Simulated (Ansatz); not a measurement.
```xyz
17

Sn    0.0447    0.6866    0.4009
H    -0.0953    0.9413    2.1043
C     2.1252    0.3731   -0.1022
H     2.7251    1.2504    0.1827
H     2.2308    0.2121   -1.1859
H     2.5224   -0.5074    0.4247
C    -0.6988    2.4254   -0.6478
H    -1.7561    2.6024   -0.4007
H    -0.6121    2.2743   -1.7344
H    -0.1191    3.3182   -0.3699
C    -1.0972   -1.0775   -0.1566
C    -0.6163   -2.3556    0.5278
H    -1.0348   -1.1697   -1.2552
H    -2.1567   -0.8767    0.0788
H    -1.2108   -3.2340    0.2213
H     0.4367   -2.5792    0.2861
H    -0.6877   -2.2837    1.6262
```

Geometry: r2SCAN-D4/def2-SVP; core potentials replace the inner electrons of Sn.

All numbers below come from Ansatz, RKS PBE0-D4/def2-TZVP.

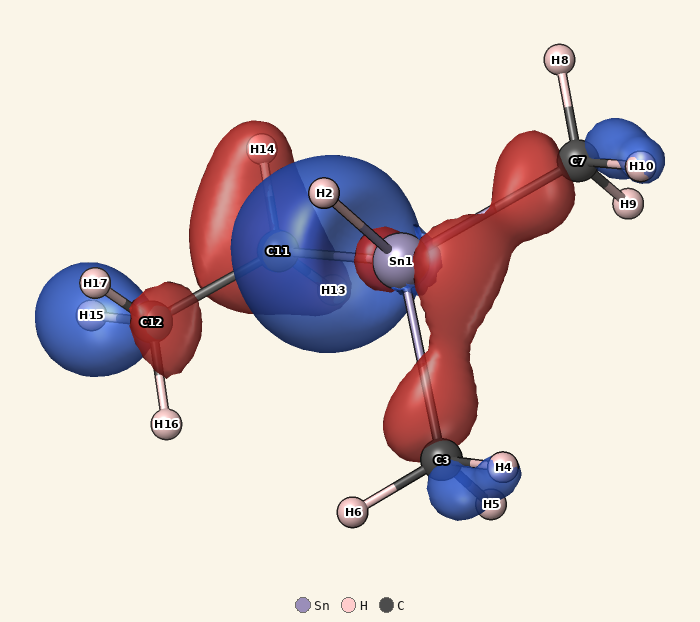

C₄H₁₂Sn. The HOMO at ±0.15 Å⁻³ᐟ² (red and blue are the two phases), seen at a tilt.

Question: Where does this orbital lie, and at what energy?

Answer: Its weight (Hirshfeld) is mainly on C11 (about 35 %), Sn1 (about 25 %), C12 (about 10 %) and C7 (about 5 %). Its energy is −7.34 eV.
